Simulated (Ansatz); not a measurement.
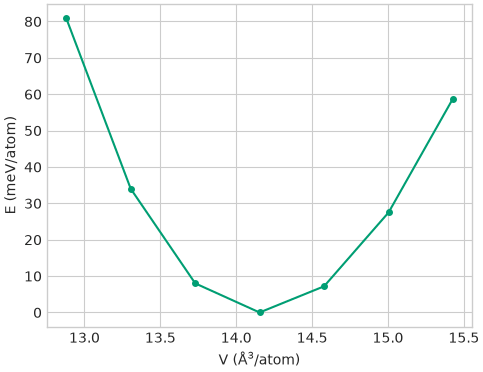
Figure. NbSi2 in space group P6_222 (No. 180; Nb on 3d, Si on 6j) under volume change, LDA in the plane-wave PAW code Ansatz, shape and atoms relaxed at each volume.

**Question.** What does a third-order Birch–Murnaghan fit give for V₀, B₀ and B′?

**Answer.** V₀ = 14.15 Å³/atom, B₀ = 191 GPa, B′ = 4.3.

The LDA relaxation kept the symmetry of its start. The run is not spin-polarised.

Potentials: the later of the program's two PAW sets.
